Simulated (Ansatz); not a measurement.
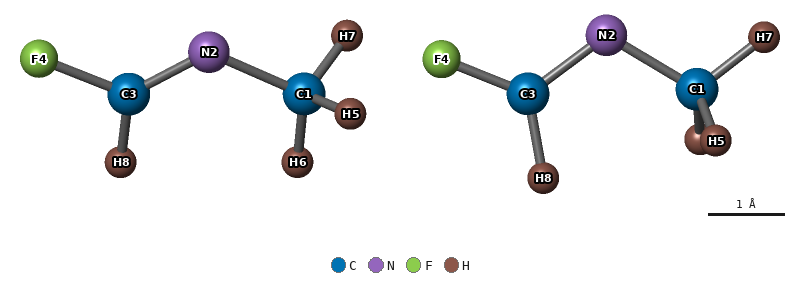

Two geometries of C₂H₄FN, drawn at one scale. One is the start of a relaxation, the other its converged end. Style: ball-and-stick. Shown face on.

All numbers below come from Ansatz, RKS PBE0-D4/def2-SVP. (no spin polarisation; force threshold 0.015 eV/Å; at most 40 steps)

Q: Which of the two is the end point?

A: The left one is the relaxed one. The run prepares an end point of a later path (torsion) calculation, from a guessed geometry. H8 moves most after the best rigid fit: 0.79 Å. By element the largest moves are H 0.79 Å, N 0.45 Å, F 0.15 Å, C 0.15 Å. Among the contacts that change: C3–F4 1.232 → 1.323 Å, N2–C3 1.295 → 1.244 Å, C1–N2 1.394 → 1.434 Å, C1–H6 1.141 → 1.108 Å. Bond angles that change, for instance: N2–C3–H8 116.2° → 127.6°, F4–C3–H8 122.2° → 111.2°, C1–N2–C3 112.8° → 118.9°. Groups turn about C1–N2 by about 60°. The energy falls by 0.583 eV in 20 accepted moves (21 points after the start). The largest force component goes from 6.6 to 0.0033 eV/Å. The line search rejected the trial step at point 3 of the run. The forces were under the threshold at step 7, but the run went on from there. The run took 72 s on 1 thread of Intel(R) Xeon(R) Processor @ 2.70GHz (shared host), peak memory 0.15 GiB.
